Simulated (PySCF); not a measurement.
# [OsO3]+: structure of the doublet

Where does doublet [OsO3]+ go from a trigonal pyramidal start, is the end point a minimum, and what are its modes, charges and moments?

Computed with PySCF 2.14.0. Level: B3LYP, basis Os def2-SVP with ECP60, O def2-SVP, scalar-relativistic core potentials, no spin–orbit coupling, density fitting.

**1. Where the work starts**

4 atoms, charge 1, spin multiplicity 2.

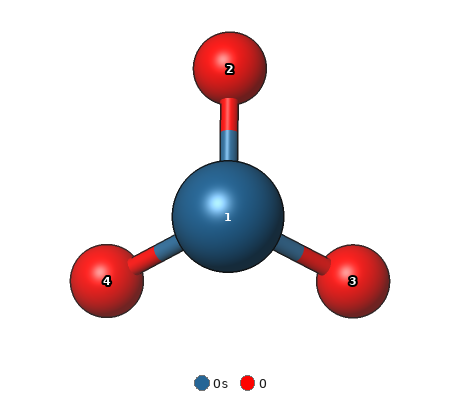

The starting geometry (osmium blue, oxygen red); atoms are numbered from 1 in the order of the file.

```xyz
4
charge 1 multiplicity 2
Os    0.0000    0.0000    0.0000
O     1.4969    0.0000    0.7959
O    -0.7485    1.2964    0.7959
O    -0.7485   -1.2964    0.7959
```

**2. The SCF at the typed geometry**

One driver script runs all steps and calls PySCF; scf.py shows how it sets up the SCF of each step. The optimiser is the driver's own. After this first run the driver tries any further starts and a stability analysis.

scf.py reads:

```python
from pyscf import gto, scf, dft
mol = gto.M(atom='''
Os     0.000000     0.000000     0.000000
O      1.496900     0.000000     0.795900
O     -0.748500     1.296400     0.795900
O     -0.748500    -1.296400     0.795900''',
    basis={'Os': 'def2-SVP', 'O': 'def2-SVP'},
    ecp={'Os': 'def2-SVP'},
    charge=1, spin=1)
mf = dft.UKS(mol, xc='B3LYP')
mf.grids.atom_grid = (50, 194)
aux = {'Os': 'def2-universal-JKFIT', 'O': 'def2-universal-JKFIT'}
mf = mf.density_fit(auxbasis=aux)
mf.conv_tol = 1e-08
mf.diis_space = 10
mf.max_cycle = 60
mf.init_guess = 'minao'
mf.verbose = 4
mf.kernel()
```

The run is started by

```console
$ OMP_NUM_THREADS=2 python axn.py task.json out
```

What it wrote:

```text
init E= -304.150874955717
[... the frontier-level lines of each cycle are left out ...]
cycle= 1 E= -315.281114252812  delta_E= -11.1  |g|= 1.13  |ddm|= 5.79
cycle= 2 E= -309.209311852339  delta_E= 6.07  |g|= 3.72  |ddm|= 4.48
cycle= 3 E= -315.76295424153  delta_E= -6.55  |g|= 0.125  |ddm|= 3.92
cycle= 4 E= -315.76927414113  delta_E= -0.00632  |g|= 0.0614  |ddm|= 0.19
cycle= 5 E= -315.770861566693  delta_E= -0.00159  |g|= 0.0183  |ddm|= 0.0606
cycle= 6 E= -315.770770249224  delta_E= 9.13e-05  |g|= 0.0263  |ddm|= 0.0279
cycle= 7 E= -315.771105113672  delta_E= -0.000335  |g|= 0.00566  |ddm|= 0.0236
cycle= 8 E= -315.771156509457  delta_E= -5.14e-05  |g|= 0.0023  |ddm|= 0.0142
cycle= 9 E= -315.77118101828  delta_E= -2.45e-05  |g|= 0.00104  |ddm|= 0.0149
cycle= 10 E= -315.771184669812  delta_E= -3.65e-06  |g|= 0.000261  |ddm|= 0.00698
cycle= 11 E= -315.771184858069  delta_E= -1.88e-07  |g|= 0.000122  |ddm|= 0.00148
cycle= 12 E= -315.771184889249  delta_E= -3.12e-08  |g|= 2.98e-05  |ddm|= 0.000474
cycle= 13 E= -315.771184891278  delta_E= -2.03e-09  |g|= 5.49e-06  |ddm|= 0.000123
Extra cycle  E= -315.771184891349  delta_E= -7.16e-11  |g|= 4.75e-06  |ddm|= 1.73e-05
converged SCF energy = -315.771184891349  <S^2> = 0.77703809  2S+1 = 2.0268578
```

This step, with its further starts and checks, ran for 9.4 s (2 threads of Intel Xeon 6975P-C (Granite Rapids), shared host).

Energies from each starting density:

```tsv
start	energy (Eh)
the minimal-basis guess	-315.771185
a thermally smeared density	-315.771185
a smeared PBE density	-315.771185
```

No lower solution of this spin turned up from the other starts or in the test of internal stability.

**3. Relaxation: trigonal pyramidal start, doublet**

The program finds C3v symmetry in the start, which this walk keeps. The walk stops when the largest gradient is under 0.0003 Eh/bohr and the energy has settled too.

Edit scf.py of step 2 so:

```diff
@@ -3,4 +3,4 @@
-Os     0.000000     0.000000     0.000000
-O      1.496900     0.000000     0.795900
-O     -0.748500     1.296400     0.795900
-O     -0.748500    -1.296400     0.795900''',
+Os     0.000002     0.000000    -0.159165
+O      1.496936    -0.000000     0.636752
+O     -0.748479     1.296391     0.636726
+O     -0.748479    -1.296391     0.636726''',
@@ -17 +16,0 @@
-mf.init_guess = 'minao'
```

Energy and gradient, step by step:

```tsv
step	energy (Eh)	change (kJ/mol)	largest symmetric gradient (Eh/bohr)
0	-315.771185	0.00	0.10129
1	-315.799695	-74.85	0.02344
2	-315.801085	-78.50	0.00508
3	-315.801255	-78.95	0.00304
4	-315.801275	-79.00	0.00071
5	-315.801276	-79.00	0.00001
```

The walk took 12 s.

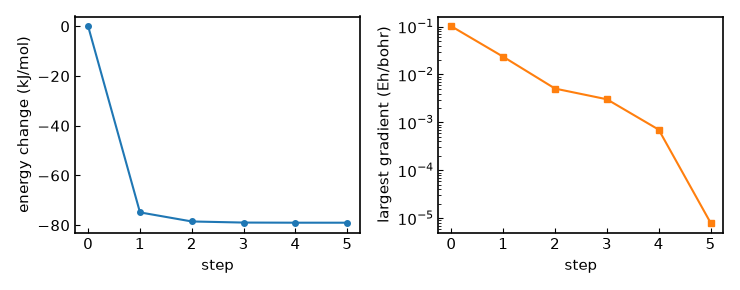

Energy and largest gradient along the walk.

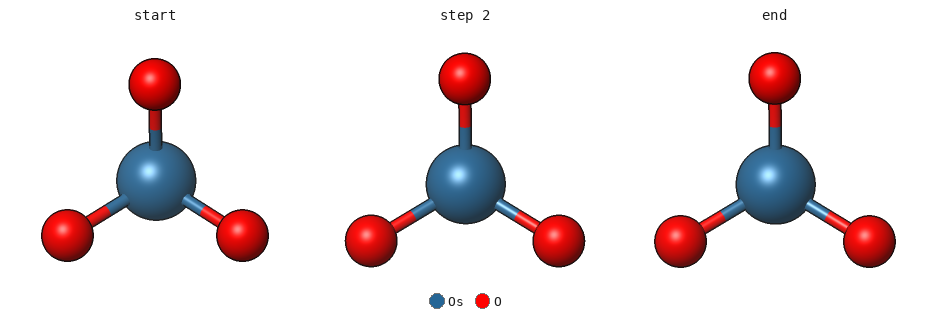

Start and end of the relaxation, with a step between.

After 5 steps and 79.0 kJ/mol it ends at C3v: Os–O 1.683 Å (×3); O–Os–O 112.5° (×3).

**4. Frequencies**

The point is checked on the finer grid, and tightened if its gradient asks for it. The Hessian and the dipole derivatives come from central differences of analytic gradients, with steps of 0.02 bohr.

Edit scf.py of step 3 so:

```diff
@@ -3,4 +3,4 @@
-Os     0.000002     0.000000    -0.159165
-O      1.496936    -0.000000     0.636752
-O     -0.748479     1.296391     0.636726
-O     -0.748479    -1.296391     0.636726''',
+Os     0.000001     0.000000    -0.092609
+O      1.616292     0.000000     0.375823
+O     -0.808153     1.399754     0.375796
+O     -0.808153    -1.399754     0.375796''',
@@ -11 +11 @@
-mf.grids.atom_grid = (50, 194)
+mf.grids.atom_grid = (75, 302)
@@ -14 +14 @@
-mf.conv_tol = 1e-08
+mf.conv_tol = 1e-10
```

This SCF starts from the last density.

SCF at the final geometry:

```text
init E= -315.801214228642
[... the frontier-level lines of each cycle are left out ...]
cycle= 1 E= -315.801214228606  delta_E= 3.56e-11  |g|= 1.1e-05  |ddm|= 9e-06
cycle= 2 E= -315.801214227951  delta_E= 6.55e-10  |g|= 4.34e-05  |ddm|= 3.32e-05
cycle= 3 E= -315.801214228649  delta_E= -6.97e-10  |g|= 2.31e-06  |ddm|= 2.7e-05
cycle= 4 E= -315.801214228652  delta_E= -3.87e-12  |g|= 7.35e-07  |ddm|= 1.79e-06
Extra cycle  E= -315.801214228649  delta_E= 3.41e-12  |g|= 2.59e-06  |ddm|= 2.45e-06
converged SCF energy = -315.801214228649  <S^2> = 0.76069026  2S+1 = 2.0106618
```

The whole step took 34 s.

Geometry: C3v; Os–O 1.683 Å (×3); O–Os–O 112.6° (×3).

Modes, for the most abundant isotopes:

```csv
symmetry,ω (cm⁻¹),IR (km/mol),type
a1,252,9.9,bend
e,334,1.3,bend
e,1004,84.6,stretch
a1,1042,1.1,stretch
```

Every mode is real; the point is a minimum.

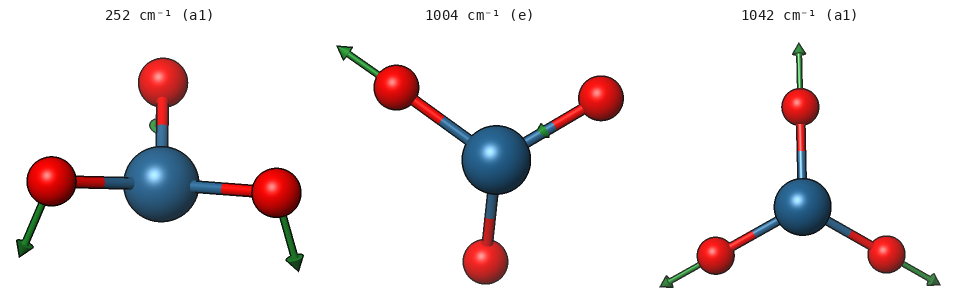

Displacements of 3 of the modes, as arrows (one member where a mode is degenerate).

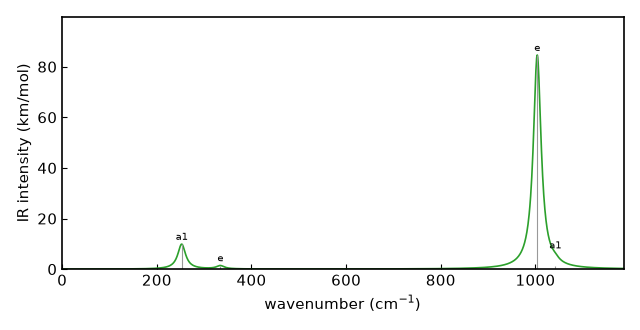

The harmonic infrared spectrum (widths in cm⁻¹). Lines are broadened to a width of 20 cm⁻¹ (Lorentzian).

Constants and moments:

* Dipole moment about the centre of mass: 2.02 D
* Highest occupied level: -16.24 eV
* Lowest empty level: -13.36 eV
* Rotational constants: 0.2371, 0.2371, 0.1345 cm⁻¹
* Zero-point energy: 23.7 kJ/mol
* Principal polarisabilities: 22.1, 39.2, 39.2 bohr³
* Principal traceless quadrupole moments about the centre of mass: -1.25, -1.25, 2.50 D Å
* Entropy at 298.15 K and 1 bar (electronic part: spin only): 296.5 J/(mol K)
* Heat capacity Cp at 298.15 K: 58.6 J/(mol K)
* Enthalpy at 298.15 K above 0 K: 13.45 kJ/mol
* Rotational symmetry number: 3
* Spin squared ⟨S²⟩: 0.761

Charges (e) and bond orders:

```json
{"atom": "Os1", "Mulliken": "1.40", "Löwdin": "0.74", "polar tensor": "1.78", "spin (Mulliken)": "0.71", "Mayer order to Os1": "–"}
{"atom": "O2,3,4", "Mulliken": "-0.13", "Löwdin": "0.09", "polar tensor": "-0.26", "spin (Mulliken)": "0.10", "Mayer order to Os1": "1.97"}
```

Outer orbital energies (eV). α occupied: -21.07, -20.97, -20.97, -18.50, -17.72, -17.72, -17.35, -16.24; empty: -12.23, -12.23, -9.03, -9.03. β occupied: -21.71, -20.71, -20.71, -20.34, -18.20, -17.40, -17.40, -17.38; empty: -13.36, -11.83, -11.83, -8.89.

Mulliken populations on Os1 (outside its core potential): s 2.54, p 6.29, d 5.60, f 0.17.

**5. Summary of results**

```
                                          quantity                                   value
                                           minimum                            doublet, C3v
                                          geometry   Os–O 1.683 Å (×3); O–Os–O 112.6° (×3)
                                wavenumbers (cm⁻¹)  252 (a1), 334 (e), 1004 (e), 1042 (a1)
                    dipole moment (centre of mass)                                  2.02 D
highest occupied, lowest empty level (either spin)                       -16.24, -13.36 eV
                        polar-tensor charge of Os1                                 +1.78 e
                                 zero-point energy                             23.7 kJ/mol
                               entropy at 298.15 K                         296.5 J/(mol K)
                                              ⟨S²⟩                                   0.761
```

What this shows: The molecule stays C3v, as typed, and the end point is a minimum. The strongest infrared band lies at 1004 cm⁻¹ (e, stretch). Most of the spin sits on Os1 (Mulliken spin 0.71, against 1 for the whole molecule). Other starts or spin states, not run here, may lie lower. One determinant may miss the lowest occupation of an open d or f shell. With an element this heavy the missing spin–orbit coupling can shift these numbers.

The search up to here took 56 s.
